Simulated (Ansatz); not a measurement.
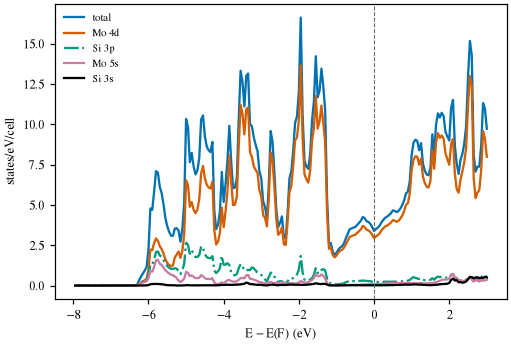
Figure: Total and projected density of states of SiMo3 (A15 (Cr3Si type), Pm-3n), PBE in the plane-wave PAW code Ansatz

Question: Which orbitals carry the states next to the Fermi level?

Answer: Within 0.5 eV of the Fermi level: Mo 4d 87 %, Si 3p 6 %. Projections are on Löwdin-orthogonalised atomic valence shells; empty p or d shells of many metals are not among them.

Question: Where is the tallest occupied peak in this window, and what makes it?

Answer: Near -1.9 eV, about 17 states/eV per cell; the largest projected share is Mo 4d.

The cell was relaxed with PBE under the symmetry of its start. The run is not spin-polarised. Spin–orbit coupling is left out wherever it is not named.

Potentials: the earlier of the program's two PAW sets.
